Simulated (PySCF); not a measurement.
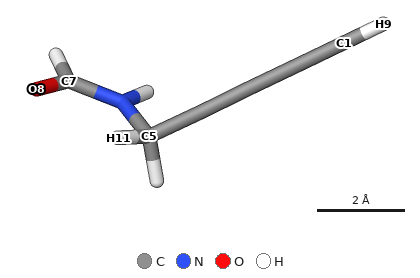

The input geometry (stick view, seen at a tilt; atoms are numbered from 1 in the order of the input).

# Run report: C₆H₅NO, NMR shielding calculation

System: C₆H₅NO.
Method: GIAO B97-2/pcSseg-1 NMR shielding, non-relativistic, IEF-PCM chloroform (PySCF 2.14.0).

The geometry comes from this level: GFN2-xTB. Figures and captions count atoms from 1; the log counts them from 0 in places.

Output
```
coarse grid: 11768 points
cycle   1  E = -361.1444410402  dE =  1.449e+00  |g| = 8.446e-01  |ddm| = 3.757e+00
cycle   2  E = -360.7178733300  dE =  4.266e-01  |g| = 1.669e+00  |ddm| = 2.437e+00
cycle   3  E = -361.2787445591  dE = -5.609e-01  |g| = 1.895e-01  |ddm| = 1.900e+00
cycle   4  E = -361.2854946262  dE = -6.750e-03  |g| = 8.034e-02  |ddm| = 2.047e-01
cycle   5  E = -361.2866018075  dE = -1.107e-03  |g| = 3.236e-02  |ddm| = 7.211e-02
cycle   6  E = -361.2868222908  dE = -2.205e-04  |g| = 1.227e-02  |ddm| = 3.135e-02
cycle   7  E = -361.2868593939  dE = -3.710e-05  |g| = 3.020e-03  |ddm| = 1.074e-02
cycle   8  E = -361.2868613280  dE = -1.934e-06  |g| = 5.795e-04  |ddm| = 2.546e-03
final grid: 116312 points
cycle   9  E = -361.3377683171  dE = -4.973e-05  |g| = 4.106e-03  |ddm| = 1.162e-01
cycle  10  E = -361.3377624344  dE =  5.883e-06  |g| = 6.810e-03  |ddm| = 9.421e-03
cycle  11  E = -361.3377712603  dE = -8.826e-06  |g| = 1.077e-03  |ddm| = 5.726e-03
cycle  12  E = -361.3377714954  dE = -2.351e-07  |g| = 3.306e-04  |ddm| = 9.316e-04
cycle  13  E = -361.3377715137  dE = -1.827e-08  |g| = 1.512e-04  |ddm| = 2.976e-04
cycle  14  E = -361.3377715188  dE = -5.136e-09  |g| = 4.642e-05  |ddm| = 1.381e-04
cycle  15  E = -361.3377715193  dE = -4.784e-10  |g| = 9.873e-06  |ddm| = 3.893e-05
```

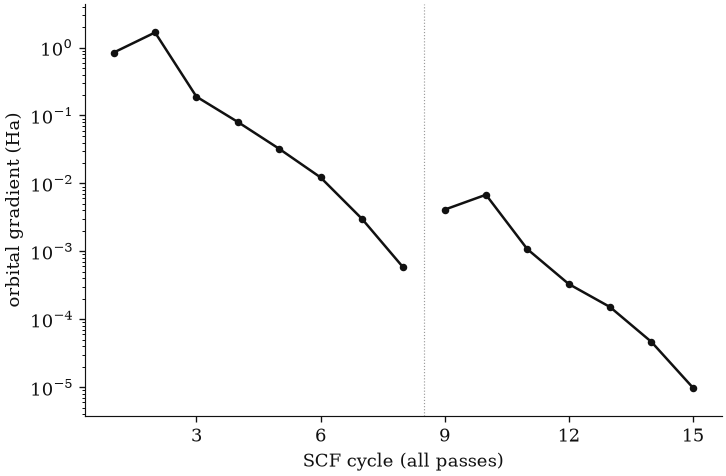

Convergence of the self-consistent field: orbital gradient against the SCF cycle. The dotted line marks the change from a coarse to the final integration grid. The first 8 cycles use a coarse grid, the final grid takes over at cycle 9, and the field converges after 15 cycles in all.

```
converged SCF energy = -361.3377715193

GIAO shielding tensors (ppm)
atom      isotropic    diamagn.    paramagn.     s11        s22        s33       span
  0 C      113.750     261.720    -147.970     34.675     39.178    267.395    232.720
  1 C      116.308     249.621    -133.312     28.656     29.570    290.700    262.044
  2 C      114.592     247.696    -133.104     40.447     43.576    259.753    219.306
  3 C      109.006     262.921    -153.915     11.945     13.011    302.062    290.117
  4 C      157.621     251.224     -93.603    130.996    165.653    176.213     45.218
  5 N      129.242     328.983    -199.741     26.148    149.954    211.624    185.476
  6 C       26.697     243.138    -216.441    -63.217     45.724     97.584    160.801
  7 O      -37.708     401.658    -439.366   -320.148   -150.014    357.037    677.185
  8 H       30.080      34.092      -4.013     24.639     24.661     40.940     16.301
  9 H       27.990      28.102      -0.112     21.968     27.091     34.910     12.942
 10 H       26.358      30.368      -4.011     21.361     26.666     31.045      9.684
 11 H       26.399      33.612      -7.213     21.819     27.506     29.873      8.054
 12 H       23.539      25.128      -1.589     19.587     23.619     27.411      7.824
```

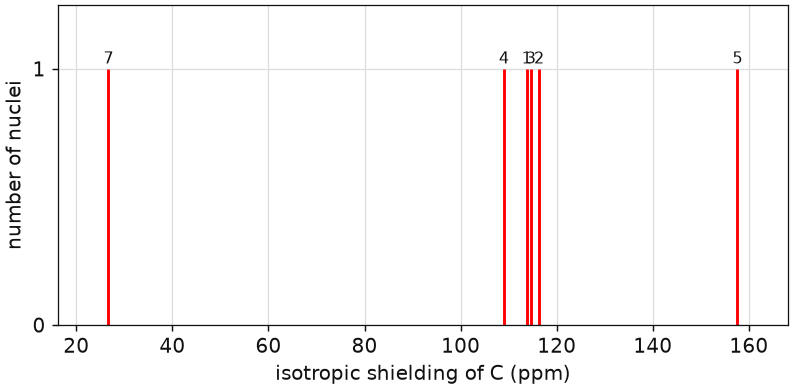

Isotropic shieldings of the carbon nuclei in this fixed geometry, labelled by atom number; shielding grows to the right, so chemical shift grows to the left. The least shielded is C7 (26.7 ppm), the most shielded C5 (157.6 ppm).

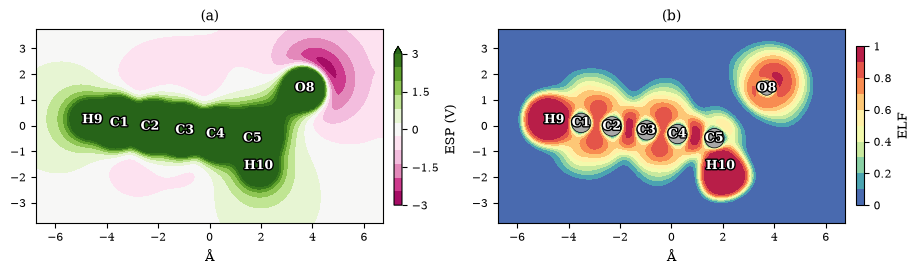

(a) molecular electrostatic potential; (b) ELF on the plane of atoms C4, C5 and H10. Grey discs, where drawn, cover atomic cores. The plane passes through C, O and H nuclei. C–C (1.20 Å): the ELF peaks at about 0.90 between the atoms; a double or triple bond. C–C (1.36 Å): the ELF peaks at about 0.95 between the atoms (a double or triple bond). C–H (1.05 Å): the ELF climbs to about 1 towards the hydrogen, as it does in any bond to H; a covalent bond by its length.

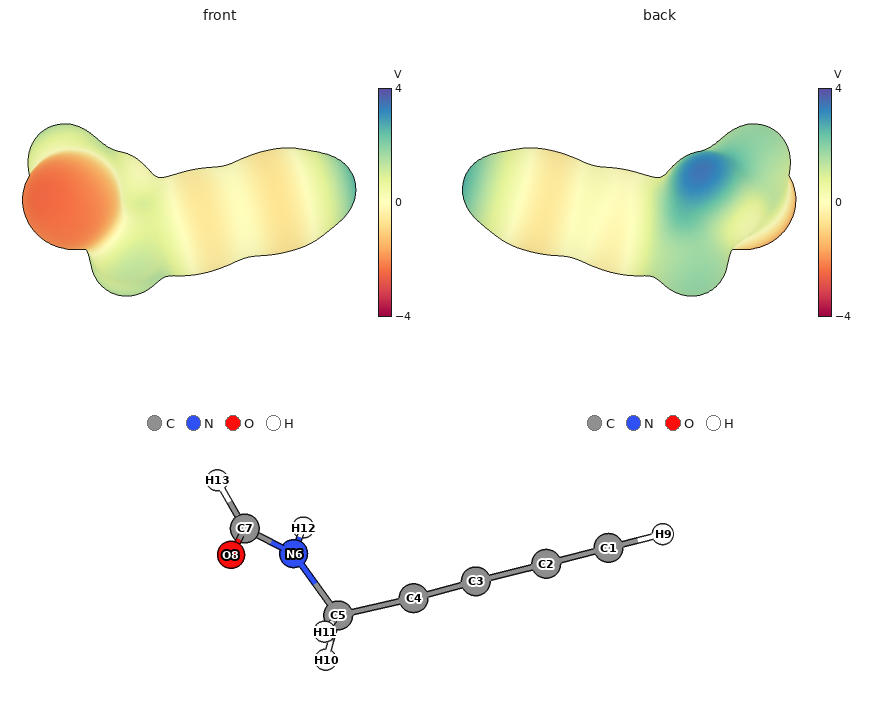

The molecular electrostatic potential painted on the density surface at 0.004 e/bohr³, seen face on and from behind; red is negative and blue positive. The bare structure is drawn below in the same view.

This output came from the following input.

The input
```
{"job": {"xc": "B97-2", "basis": "pcSseg-1", "solvent": "chloroform", "kind": "nmr", "pop": true}, "charge": 0, "multiplicity": 1}
C      4.194000    -0.211811     0.461019
C      3.012248    -0.346747     0.273293
C      1.678580    -0.488601     0.053088
C      0.495556    -0.640271    -0.132097
C     -0.922186    -0.758842    -0.391740
N     -1.527482     0.537120    -0.649491
C     -2.556081     0.998346     0.084791
O     -3.103332     0.394379     0.971616
H      5.222455    -0.098605     0.629505
H     -1.082457    -1.427222    -1.249087
H     -1.436870    -1.172429     0.483145
H     -1.100847     1.118081    -1.353309
H     -2.862887     2.012737    -0.231593
```

The first line tells a small driver script what to run in PySCF; the rest is the geometry in Å.

Run as:
```bash
OMP_NUM_THREADS=1 python <driver script> task.json out
```

Key numbers

- outcome: converged
- total energy: −361.337772 hartree
- HOMO: −7.14 eV
- LUMO: −0.95 eV
- dipole moment: 4.15 D
- isotropic shielding, C: 26.7 to 157.6 ppm
- isotropic shielding, N: 129.2 ppm
- isotropic shielding, O: −37.7 ppm
- isotropic shielding, H: 23.5 to 30.1 ppm
- hardware: 1 CPU thread, shared host
- wall time: 27 s
- peak memory: 0.84 GiB
